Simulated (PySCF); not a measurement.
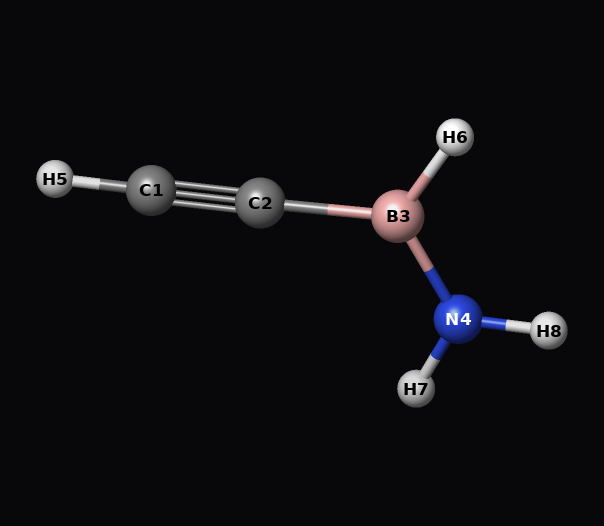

Computed geometry: PBE0-D3(BJ)/def2-SVP optimisation. No frequency run is at hand to confirm it as a minimum. Electric field gradients from the ground-state density, B97-2/pcJ-1 (PySCF 2.14.0), non-relativistic apart from any core potentials.

Give the largest field-gradient component, the quadrupole coupling constant and the asymmetry for 11B at B3 (Q = 40.59 mb), 14N at N4 (Q = 20.44 mb).

```csv
atom,V_zz (a.u.),e²qQ/h (MHz),η
B3,0.355,3.39,0.20
N4,−0.598,−2.87,0.66
```
